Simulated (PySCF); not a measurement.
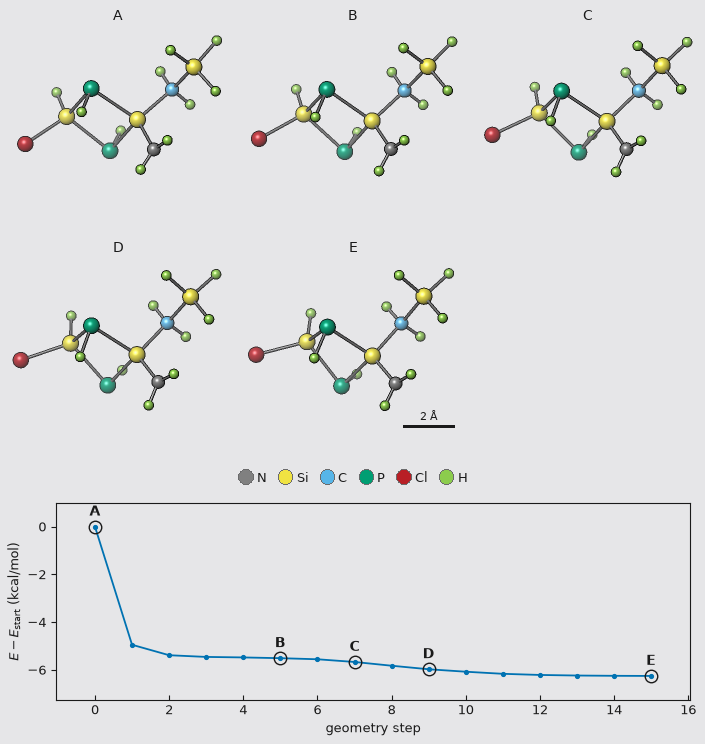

Frames of a relaxation of CH10ClNP2Si3, marked on the history of the run. A ball-and-stick model, seen from a free direction.

The start comes from GFN2-xTB. Its atoms were then displaced at random by about 0.01 Å.

Theory: PBE0-D3(BJ)/def2-SVP geometry optimisation, gas phase in PySCF. 

**Describe the path.**

The Cl atom moves most after the best rigid fit: 0.96 Å. By element the largest moves are Cl 0.96 Å, H 0.89 Å, P 0.45 Å, Si 0.35 Å, N 0.28 Å, C 0.24 Å. Near-neighbour distances that change, for instance: H–P 1.364 → 1.435 Å, Cl–Si 2.030 → 2.073 Å, H–Si 1.450 → 1.493 Å, H–N 0.976 → 1.014 Å. Among the angles between lasting bonds that change: N–Si–P 104.7° → 109.5°, Si–P–H 93.7° → 89.2°, Si–P–H 95.0° → 99.1°. Groups turn about P–Si by about 20°, P–Si by about 20°. Over 15 geometry steps the energy falls by 6.25 kcal/mol. The run took 10 min on 1 thread of Arm Neoverse N1, on a shared host. From step 0 to 5: Cl and H atoms move most (0.22 Å), energy −5.51 kcal/mol. From step 5 to 7: the Cl atom moves most (0.20 Å), energy −0.16 kcal/mol. From step 7 to 9: the Cl atom moves most (0.33 Å), energy −0.31 kcal/mol. From step 9 to 15: the Cl atom moves most (0.23 Å), energy −0.28 kcal/mol.
